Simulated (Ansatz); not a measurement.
# GaHCl2 + HF: a complex and its separated parts, part 3 of 3

Ansatz 0.2.0, Gaussian basis.

### 18 RPA on PBE/def2-TZVPP

The inputs:

parta/in.yaml

```yaml
crystal:
  periodic: [false, false, false]
  atoms:
    - {symbol: Ga, position_ang: [-0.504813, -0.699071, -0.063545]}
    - {symbol: Cl, position_ang: [1.127603, -1.976888, -0.543704]}
    - {symbol: Cl, position_ang: [-1.567057, 0.078485, -1.735429]}
    - {symbol: H, position_ang: [-0.890738, -0.360231, 1.393483]}
basis:
  gaussian: {orbitals: def2-TZVPP}
hamiltonian: {xc: pbe}
correlation: {method: rpa}
```

partb/in.yaml

```yaml
crystal:
  periodic: [false, false, false]
  atoms:
    - {symbol: F, position_ang: [0.929041, 1.258581, 0.070913]}
    - {symbol: H, position_ang: [0.905963, 1.699125, 0.878283]}
basis:
  gaussian: {orbitals: def2-TZVPP}
hamiltonian: {xc: pbe}
correlation: {method: rpa}
```

Each run has its own folder and the same command.

On the command line:

```sh
$ ansatz run in.yaml --threads 4 --pin off --events-out ev --progress --plain --max-ram 9574MiB
```

parta printed, shortened:

```text
Functional definition: PBE
  name "PBE"
  cite "Perdew, Burke & Ernzerhof, Phys. Rev. Lett. 77, 3865 (1996) doi:10.1103/PhysRevLett.77.3865"
  parent pbe
[...]
896 factors; integrals over basis functions are off by at most 1.1e-3 eV
[...]
mean field -77425.05681703 eV, -2845.3183574373 hartree, gradient 8.3e-6 eV, S^2 0.000000; 0 other end points of the search recorded, 0 dependent functions left out
19 core orbitals not correlated: weight in the atoms' cores, before any rotation towards them, 1.000 or more for the frozen orbitals, at most 0.000 for the correlated occupied ones
reference -77359.79072258 eV, -2842.9198727053 hartree; 14, 14 occupied and 113, 113 virtual orbitals, 896 factors
Total energy: -77385.85166089 eV, -2843.8775945233 hartree
```

Output in partb, shortened:

```text
Functional definition: PBE
  name "PBE"
  cite "Perdew, Burke & Ernzerhof, Phys. Rev. Lett. 77, 3865 (1996) doi:10.1103/PhysRevLett.77.3865"
  parent pbe
[...]
287 factors; integrals over basis functions are off by at most 1.0e-3 eV
[...]
mean field -2731.84356881 eV, -100.3933994436 hartree, gradient 9.2e-7 eV, S^2 0.000000; 0 other end points of the search recorded, 0 dependent functions left out
1 core orbitals not correlated: weight in the atoms' cores, before any rotation towards them, 1.000 or more for the frozen orbitals, at most 0.000 for the correlated occupied ones
reference -2722.68126269 eV, -100.0566909044 hartree; 4, 4 occupied and 40, 40 virtual orbitals, 287 factors
Total energy: -2733.63265594 eV, -100.4591471830 hartree
```

Wall times: 3.7 s (parta), 0.61 s (partb) on 4 threads of Intel Xeon at 2.50GHz, shared host.

### 19 CCSD(T)/def2-TZVPP

The same edit goes into each in.yaml of step 18 (parta, partb):

```diff
-hamiltonian: {xc: pbe}
-correlation: {method: rpa}
+correlation: {method: ccsd_t}
```

The same command starts each run, in its folder.

On the command line:

```sh
$ ansatz run in.yaml --threads 4 --pin off --events-out ev --progress --plain --max-ram 9574MiB
```

parta printed, shortened:

```text
Functional definition: HF
  name "HF"
  cite "Fock, Z. Phys. 61, 126 (1930) doi:10.1007/BF01340294"
  parent pbe
[...]
896 factors; integrals over basis functions are off by at most 1.1e-3 eV
[...]
mean field -77361.28034175 eV, -2842.9746152003 hartree, gradient 2.8e-6 eV, S^2 0.000000; 0 other end points of the search recorded, 0 dependent functions left out
19 core orbitals not correlated: weight in the atoms' cores, before any rotation towards them, 1.000 or more for the frozen orbitals, at most 0.000 for the correlated occupied ones
reference -77361.28034175 eV, -2842.9746152003 hartree; 14, 14 occupied and 113, 113 virtual orbitals, 896 factors
second order -16.18955228 eV of doubles, -0.00000000 eV of singles
cycle   1  -16.48414254 eV  change   -2.9e-1 eV  update   9.2e-2
[...]
cycle   8  -17.00398635 eV  change   -2.7e-5 eV  update   3.3e-5
perturbative correction -0.71850249 eV, -0.0264044797 hartree
Total energy: -77379.00283060 eV, -2843.6259046527 hartree
```

Output in partb, shortened:

```text
Functional definition: HF
  name "HF"
  cite "Fock, Z. Phys. 61, 126 (1930) doi:10.1007/BF01340294"
  parent pbe
[...]
287 factors; integrals over basis functions are off by at most 1.0e-3 eV
[...]
mean field -2722.91272313 eV, -100.0651969186 hartree, gradient 4.5e-6 eV, S^2 0.000000; 0 other end points of the search recorded, 0 dependent functions left out
1 core orbitals not correlated: weight in the atoms' cores, before any rotation towards them, 1.000 or more for the frozen orbitals, at most 0.000 for the correlated occupied ones
reference -2722.91272313 eV, -100.0651969186 hartree; 4, 4 occupied and 40, 40 virtual orbitals, 287 factors
second order -7.36484292 eV of doubles, -0.00000000 eV of singles
cycle   1  -7.29620688 eV  change    6.9e-2 eV  update   3.9e-2
[...]
cycle   8  -7.43088579 eV  change    5.3e-7 eV  update   3.3e-6
perturbative correction -0.17033659 eV, -0.0062597544 hartree
Total energy: -2730.51394552 eV, -100.3445366889 hartree
```

They took 11 s (parta), 0.71 s (partb) on 4 threads of Intel Xeon at 2.50GHz, shared host; peak memory 0.61 GiB.

### 20 Vibrations of GaHCl2

File vib-parta/in.yaml:

```yaml
crystal:
  periodic: [false, false, false]
  atoms:
    - {symbol: Ga, position_ang: [-0.504813, -0.699071, -0.063545]}
    - {symbol: Cl, position_ang: [1.127603, -1.976888, -0.543704]}
    - {symbol: Cl, position_ang: [-1.567057, 0.078485, -1.735429]}
    - {symbol: H, position_ang: [-0.890738, -0.360231, 1.393483]}
basis:
  gaussian: {orbitals: def2-TZVP}
hamiltonian: {xc: pbe0, dispersion: d4}
phonons: {temperatures: {t_min: 298.15, t_max: 900, t_step: 200}}
```

On the command line:

```sh
$ ansatz run in.yaml --threads 4 --pin off --events-out ev --progress --plain --max-ram 9574MiB
```

Output, shortened:

```text
Functional definition: PBE0
  name "PBE0"
  cite "Adamo & Barone, J. Chem. Phys. 110, 6158 (1999) doi:10.1063/1.478522"
  cite "Perdew, Burke & Ernzerhof, Phys. Rev. Lett. 77, 3865 (1996) doi:10.1103/PhysRevLett.77.3865"
  parent pbe
[...]
993 factors; their error is unknown
[...]
mean field -77428.19432752 eV, -2845.4336588211 hartree, gradient 1.6e-5 eV, S^2 0.000000; 0 other end points of the search recorded, 0 dependent functions left out
[...]
Atom 1 at     1.127603    -1.976888    -0.543704 Å, force     0.000222    -0.000279    -0.000258 eV/Å
Atom 2 at    -1.567057     0.078485    -1.735429 Å, force    -0.000139    -0.000004    -0.000418 eV/Å
Atom 3 at    -0.890738    -0.360231     1.393483 Å, force     0.000097    -0.000240    -0.000633 eV/Å
Dipole moment:    -0.089026     0.078067     0.335942 e Å
Vibrations: 134.36 415.00 443.70 445.13 603.45 2065.08 cm⁻¹, zero-point energy 0.254584 eV
```

It took 38 s on 4 threads of Intel Xeon at 2.50GHz, shared host.

Wavenumbers and character of the modes:

```
mode  wavenumber (cm⁻¹)          character
   1                134               bend
   2                415      Ga–Cl stretch
   3                444  out-of-plane bend
   4                445      Ga–Cl stretch
   5                603               bend
   6               2065       Ga–H stretch
```

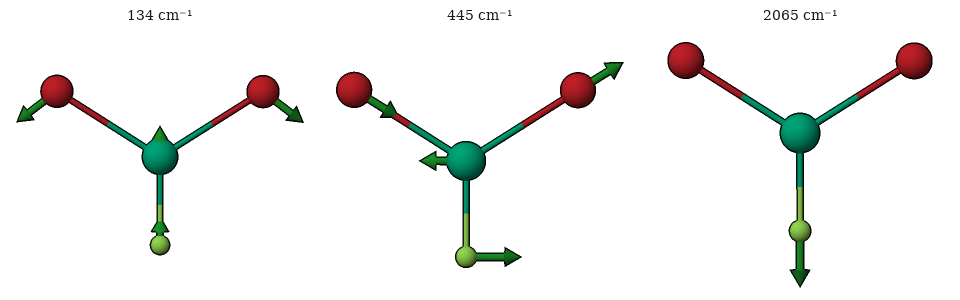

How the atoms move in 3 of the modes.

Vibrational sums (real modes only):

```csv
T (K),entropy (J/mol/K),heat capacity (J/mol/K)
298,24.5,29.9
498,41.9,37.4
698,55.2,41.1
898,65.9,43.5
```

### 21 Vibrations of HF

File vib-partb/in.yaml:

```yaml
crystal:
  periodic: [false, false, false]
  atoms:
    - {symbol: F, position_ang: [0.929041, 1.258581, 0.070913]}
    - {symbol: H, position_ang: [0.905963, 1.699125, 0.878283]}
basis:
  gaussian: {orbitals: def2-TZVP}
hamiltonian: {xc: pbe0, dispersion: d4}
phonons: {temperatures: {t_min: 298.15, t_max: 900, t_step: 200}}
```

On the command line:

```sh
$ ansatz run in.yaml --threads 4 --pin off --events-out ev --progress --plain --max-ram 9574MiB
```

Output, shortened:

```text
Functional definition: PBE0
  name "PBE0"
  cite "Adamo & Barone, J. Chem. Phys. 110, 6158 (1999) doi:10.1063/1.478522"
  cite "Perdew, Burke & Ernzerhof, Phys. Rev. Lett. 77, 3865 (1996) doi:10.1103/PhysRevLett.77.3865"
  parent pbe
[...]
200 factors; their error is unknown
[...]
mean field -2731.80169996 eV, -100.3918607918 hartree, gradient 6.9e-6 eV, S^2 0.000000; 0 other end points of the search recorded, 0 dependent functions left out
[...]
reference -2731.80151499 eV, -100.3918539944 hartree; 5, 5 occupied and 32, 32 virtual orbitals, 200 factors
Total energy: -2731.80322168 eV, -100.3919167142 hartree
Atom 0 at     0.929041     1.258581     0.070913 Å, force     0.000033    -0.000632    -0.001159 eV/Å
Atom 1 at     0.905963     1.699125     0.878283 Å, force    -0.000033     0.000632     0.001159 eV/Å
Dipole moment:    -0.010054     0.191926     0.351736 e Å
Vibrations: 4153.20 cm⁻¹, zero-point energy 0.257466 eV
```

Wall time 3.6 s (4 threads of Intel Xeon at 2.50GHz, shared host).

Wavenumbers and character of the modes:

| mode | wavenumber (cm⁻¹) | character |
| --- | --- | --- |
| 1 | 4153 | F–H stretch |

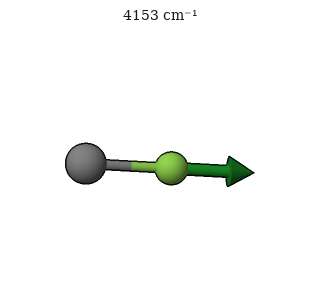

How the atoms move in 1 of the modes.

Vibrational sums (real modes only):

```
T (K)  entropy (J/mol/K)  heat capacity (J/mol/K)
  298                0.0                      0.0
  498                0.0                      0.0
  698                0.0                      0.1
  898                0.1                      0.5
```

### 22 Complex less separated parts

The complex's own energies come from single points at the same levels.

Rows are in def2-TZVPP; times add the 3 runs of a level on a shared host, so small differences are noise.

Differences are taken before rounding.

```csv
method,rung,complex less parts (kcal/mol),from CCSD(T) (kcal/mol),time
SPW92,LDA,-10.1,-3.3,4.5 s
PBE-D4,GGA,-6.6,+0.2,5.6 s
BLYP-D4,GGA,-5.8,+1.0,5.8 s
r2SCAN-D4,meta-GGA,-7.9,-1.2,10 s
B97M-V,meta-GGA,-7.8,-1.0,16 s
PBE0-D4,hybrid,-6.7,0.0,10 s
B3LYP-D4,hybrid,-6.3,+0.4,9.9 s
r2SCAN0-D4,hybrid,-7.8,-1.1,14 s
BHLYP-D4,hybrid,-7.2,-0.4,9.5 s
CAM-B3LYP-D4,range-separated hybrid,-7.3,-0.6,10 s
wB97X-V,range-separated hybrid,-7.5,-0.7,18 s
wB97M-V,range-separated hybrid,-7.6,-0.9,21 s
B2PLYP,double hybrid,-5.8,+0.9,15 s
PBE-QIDH,double hybrid,-6.7,0.0,15 s
RPA on PBE,RPA,-5.9,+0.9,11 s
Hartree-Fock,wavefunction,-4.6,+2.1,
MP2,wavefunction,-6.8,-0.1,
CCSD,wavefunction,-6.4,+0.3,
CCSD(T),wavefunction,-6.7,0,88 s
```

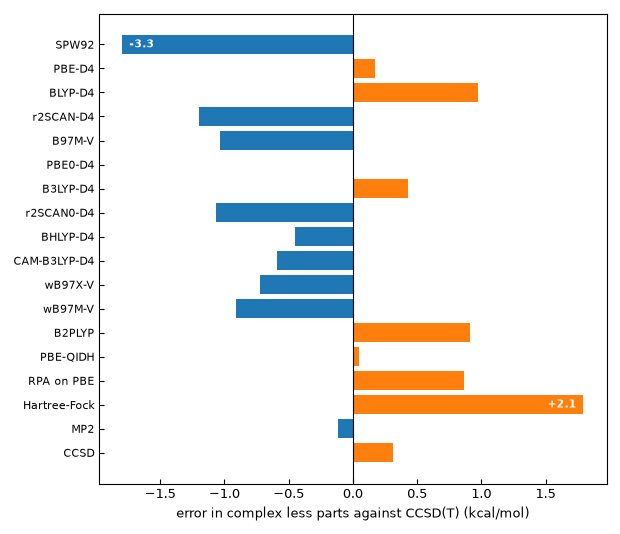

How far each level lands from CCSD(T). Bars with a number in them are cut short.

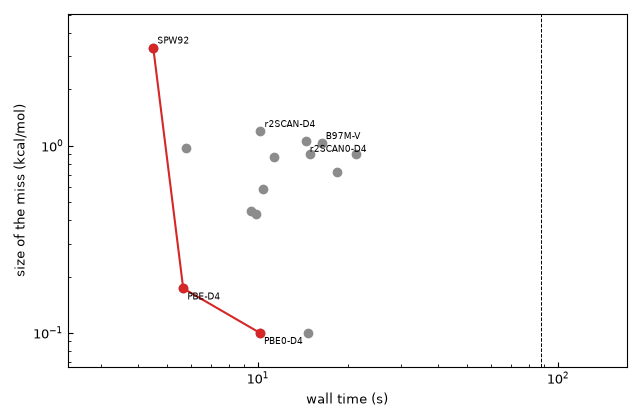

Accuracy for the time spent; red marks the levels that beat every quicker one drawn (of those quicker than the yardstick), and the dashed line is the time of CCSD(T). Only those levels and the largest misses are named. Misses under 0.1 kcal/mol are drawn at that value. Times are from a shared host.

For cost: PBE0-D4 gets within 0.0 kcal/mol in 10 s, where CCSD(T) took 88 s; the quickest level in the cost chart, SPW92, takes 4.5 s and misses by 3.3 kcal/mol.

The complex's zero-point energy, from a separate PBE0-D4 run, is 0.559 eV.

### 23 Summary of results

This closing draws on all 3 parts.

| quantity | value |
| --- | --- |
| complex less parts, CCSD(T)/def2-TZVPP | -6.7 kcal/mol |
| with zero-point energy | -5.7 kcal/mol |
| largest T1 diagnostic | 0.011 |

**Reading.** At CCSD(T) the complex lies 6.7 kcal/mol below its parts. PBE0-D4 is the best functional here (0.0 kcal/mol from CCSD(T)); SPW92 is the worst (-3.3 kcal/mol). PBE-QIDH is as near within the digits shown. Mean unsigned error by rung: LDA 3.3, GGA 0.6, meta-GGA 1.1, hybrid 0.5, range-separated hybrid 0.7, double hybrid 0.5 kcal/mol. The double hybrids carry no dispersion term here, unlike the levels marked D4 or V. PBE-D4 gives a relative energy 0.2 kcal/mol too high, inside chemical accuracy (1 kcal/mol). The complex's frequency run has imaginary modes: the structure is no minimum, so both the energy and the zero-point correction are in doubt. No counterpoise was applied, and triple zeta lacks some correlation, so the CCSD(T) reference has a basis error of its own, and close matches with it are partly luck.
